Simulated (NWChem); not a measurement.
# CH5GaO (SMILES C[O][GaH2]): BP86-D3(BJ)/def2-SVP

We compute a geometry optimisation of CH5GaO. 

The results are computed with NWChem 7.3.0.

## (1) Starting point

CH5GaO: 8 atoms, total charge 0, spin state singlet. As SMILES, `C[O][GaH2]`. The coordinates come from a PBE0-D4/def2-TZVP relaxation. The run starts from this shape.

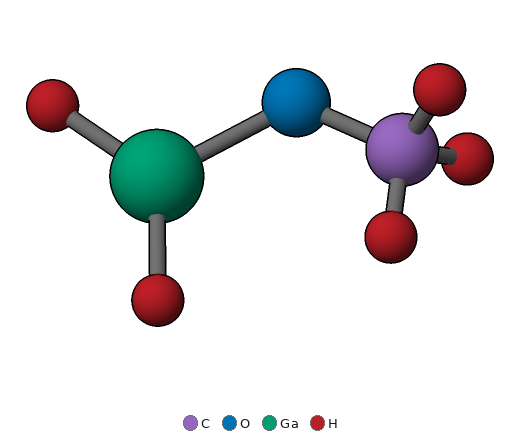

The structure, seen from a chosen angle (carbon purple, oxygen blue, gallium teal, hydrogen red).

## (2) A structure relaxation at BP86-D3(BJ)/def2-SVP

Input file mymol.nw:

```
start mymol
memory stack 880 mb heap 220 mb global 1100 mb

geometry units angstrom
C       -0.616800       0.972600      -0.422900
O       -0.705300      -0.273500       0.213500
Ga       0.703200      -1.302000       0.579300
H       -1.200200       0.962000      -1.350600
H        0.414200       1.256200      -0.676600
H       -1.030600       1.754200       0.224300
H        2.093900      -0.732800       0.142900
H        0.341700      -2.636700       1.290100
end

basis spherical bse
* library def2-SVP
end

dft
xc becke88 perdew86
mult 1
disp vdw 4
grid fine
convergence energy 1e-07
maxiter 100
mulliken
print low
end

driver
maxiter 60
end

freq
temp 2 298.15 500
end

task dft optimize
task dft frequencies
```

Command:

```bash
$ nwchem mymol.nw > mymol.out
```

What values should one expect? Wanted: total energy at the end; dispersion energy; lowest harmonic wavenumber; highest harmonic wavenumber; zero-point energy; ideal-gas entropy at 298.15 K.

**Answer.** As computed:

At BP86-D3(BJ)/def2-SVP:

| quantity | value |
| --- | --- |
| total energy at the end | -2041.12037 Eh |
| dispersion energy | -16.75 kJ/mol |
| lowest harmonic wavenumber | 121 cm⁻¹ |
| highest harmonic wavenumber | 2980 cm⁻¹ |
| zero-point energy | 139.3 kJ/mol |
| ideal-gas entropy at 298.15 K (symmetry number 1 as used) | 72.7 cal/(mol K) |

In words: At the final geometry: Bond lengths: C1–O2 1.413 Å, O2–Ga3 1.803 Å, C1–H4 1.115 Å, C1–H5 1.118 Å, C1–H6 1.115 Å, Ga3–H7 1.576 Å, Ga3–H8 1.565 Å. Angles: C1–O2–Ga3 124.4°, O2–C1–H4 110.2°, O2–C1–H5 113.7°, O2–C1–H6 110.2°, O2–Ga3–H7 115.9°, O2–Ga3–H8 112.4°, H4–C1–H5 107.5°, H4–C1–H6 107.3°, H5–C1–H6 107.5°, H7–Ga3–H8 131.7°. All 18 modes are real, so the shape is a minimum at this level. The optimisation took 7 steps and changed the energy by -0.029 eV.
